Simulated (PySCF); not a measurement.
SMILES O=C[SiH2]B at its PBE0/def2-SVP optimised geometry (Å):

```
9

B      1.0938    -0.9082     0.0000
Si    -0.9161    -0.9082     0.0000
C     -1.4286     0.9753     0.0000
O     -1.7424     1.5676     0.9976
H      1.6873    -0.4957    -0.9689
H      1.7424    -1.2578     0.9562
H     -1.4454    -1.4821    -1.2803
H     -1.5735    -1.5676     1.1655
H     -1.4036     1.5073    -0.9937
```

Method: PBE0/def2-TZVP run with PySCF 2.14.0. Cells within 0.4 Å of a nucleus heavier than hydrogen are left out (blank, or x).

Map of the deformation density (molecule minus spherical neutral atoms) (e/bohr³) on the plane z = 0.0 Å:

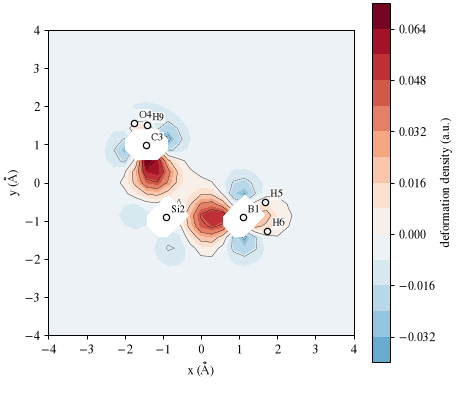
Figure: Deformation density (molecule minus spherical neutral atoms) (e/bohr³) on the plane z = 0.0 Å.
